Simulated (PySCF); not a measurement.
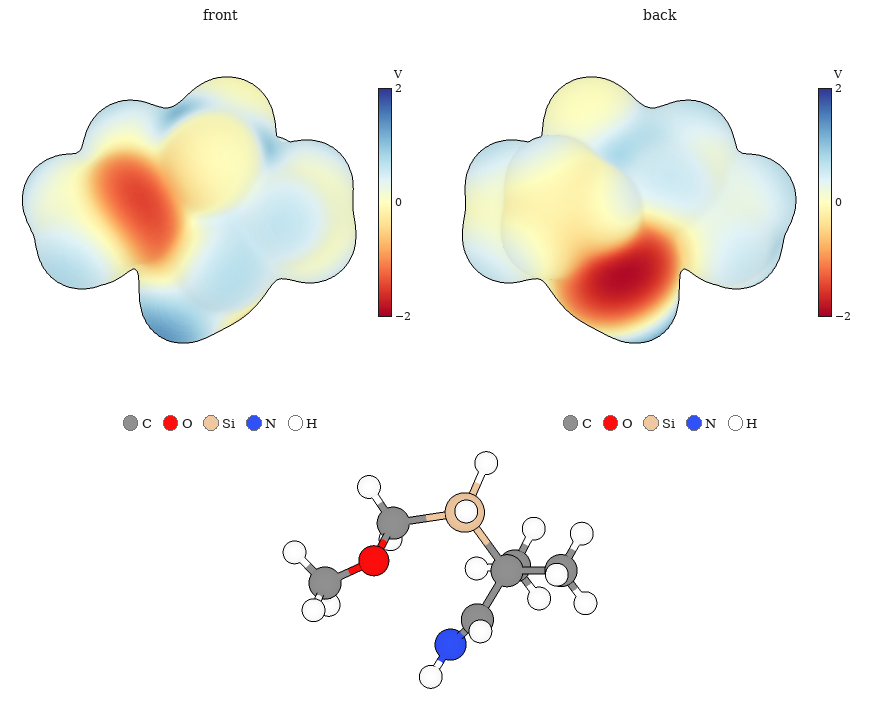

*C₆H₁₅NOSi. The molecular electrostatic potential painted on the density surface at 0.002 e/bohr³, seen from the front and from behind; red is negative and blue positive. The bare structure is drawn below in the same view.*

Geometry: GFN2-xTB.

Theory: PySCF 2.14.0, PBE0/pcSseg-1, SCF density, gas phase, non-relativistic.

```xyz
24

C     3.2557    0.3624    0.5762
O     2.0513   -0.3051    0.8437
C     1.5700   -1.0571   -0.2548
Si   -0.2137   -1.4916    0.2448
C    -1.3370    0.0466   -0.0895
C    -1.5567    0.2340   -1.5902
C    -2.6826   -0.1450    0.6117
C    -0.6188    1.2133    0.4899
N     0.0206    2.0217   -0.2311
H     3.1292    1.0926   -0.2332
H     3.5428    0.8788    1.4906
H     4.0452   -0.3449    0.2921
H     2.2077   -1.9349   -0.4220
H     1.6039   -0.4508   -1.1682
H    -0.2167   -1.8196    1.6718
H    -0.7289   -2.6121   -0.5538
H    -2.0177   -0.6496   -2.0261
H    -0.6133    0.4319   -2.0893
H    -2.2075    1.0895   -1.7642
H    -3.3301    0.7133    0.4342
H    -3.1821   -1.0322    0.2295
H    -2.5557   -0.2620    1.6857
H    -0.6799    1.2776    1.5869
H     0.5026    2.7630    0.2727
```

Describe the electrostatic potential map.

Answer. The most negative region (about −1.8 V) lies over N9, the most positive (about +1.3 V) over H24. N9 is the likeliest acceptor of a hydrogen bond.
